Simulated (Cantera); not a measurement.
Input: 1 mol C2H6, 0.29 mol CO2, 0.023 mol NH3, held at 0.100 bar.

Method: chemical equilibrium by Gibbs-energy minimisation in Cantera with the NASA 1993 tables (ideal gas, pure condensed phases). Candidate condensed phases: C, C6H6, C7H8, C8H18, H2O; 136 gas species. Kinetics and transport are ignored.

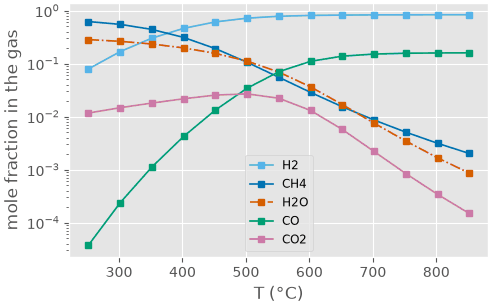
Equilibrium gas composition (values under 1e-9 drawn at 1e-9)

Question: Read off the mole fractions at 502 °C.

Answer: H2 about 0.72, H2O about 0.11, CH4 about 0.11, CO about 0.034, CO2 about 0.027.
